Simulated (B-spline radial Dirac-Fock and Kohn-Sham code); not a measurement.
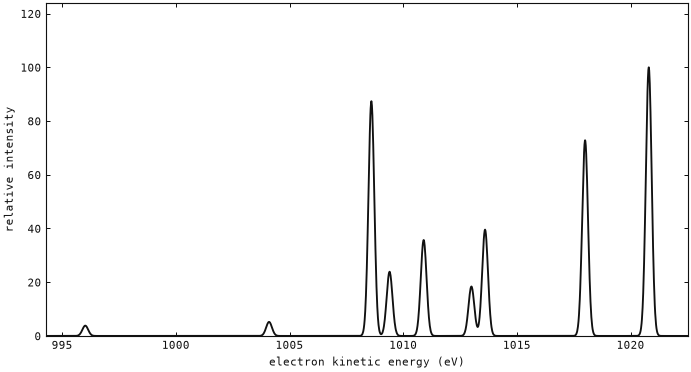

Figure. The Auger multiplet of an M5 hole with both final holes in N45, broadened by 0.30 eV full width. Kinetic energies count from the vacuum level; very weak lines are left out. Lines are named by their largest jj component, which in light atoms can differ from the customary names. It refers to Er²⁺, configuration [Xe] 4f12. The calculation used Dirac–Fock ΔSCF energies in intermediate coupling of the two holes, Coulomb rates, valence shells as spectators (a B-spline radial atomic code).

The strongest line is M5-N5N5 J=4 at 1.0208 keV (26 % of the multiplet), followed by M5-N4N5 J=4 at 1.0086 keV (23 %), M5-N5N5 J=2 at 1.0180 keV (19 %), M5-N4N5 J=3 at 1.0136 keV (10 %). The lines shown span 996.0 eV to 1.021 keV.
